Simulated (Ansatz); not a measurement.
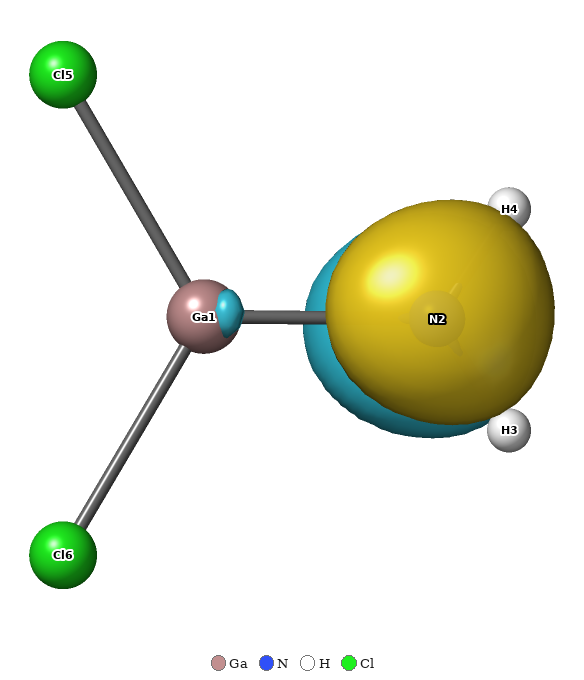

Figure 1: Cl2GaH2N. The HOMO at ±0.2 Å⁻³ᐟ² (yellow and cyan are the two phases), seen across its widest extent.

These are results of RKS r2SCAN/def2-SVP in Ansatz 0.2.0, not measurements.

```xyz
6

Ga    0.0000    0.0000    0.0493
N     0.0000    0.0000    1.8372
H    -0.8454   -0.0468    2.3940
H     0.8454    0.0468    2.3940
Cl    1.8369    0.1001   -1.0322
Cl   -1.8369   -0.1001   -1.0322
```

What is the character of this orbital?

Its weight (Hirshfeld) is mainly on N2 (about 70 %) and Ga1 (about 10 %); it changes sign across the molecular plane (π type). Its energy is −6.78 eV.
